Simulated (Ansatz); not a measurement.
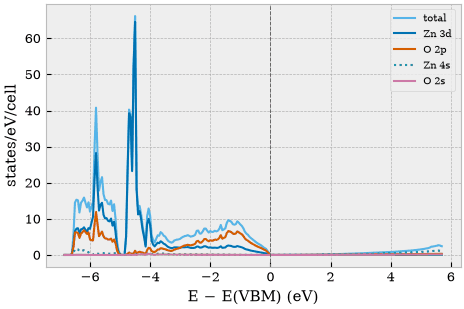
Fig. 1. Total and projected density of states of ZnO in space group P6_3mc (No. 186; Zn on 2a, Zn on 2b, O on 2a, O on 2b), DFT-LDA in the program Ansatz with PAW potentials

Problem. Which orbitals carry the states next to the gap?

Solution. Top 1 eV of the valence band: O 2p 72 %, Zn 3d 26 %. Bottom 1 eV of the conduction band: Zn 4s 53 %, O 2s 23 %, O 2p 20 %. Projections are on Löwdin-orthogonalised atomic valence shells; empty p or d shells of many metals are not among them.

Problem. Where is the tallest occupied peak in this window, and what makes it?

Solution. Near -4.5 eV, about 66 states/eV per cell; the largest projected share is Zn 3d.

A made-up cell: these elements were put on the sites of a structure type. Its sites differ from those of the usual phase in this space group: another stacking or structure type. The cell was relaxed with LDA under the symmetry of its start; its stability against distortions is not shown here.

Potentials: the later of the program's two PAW sets.
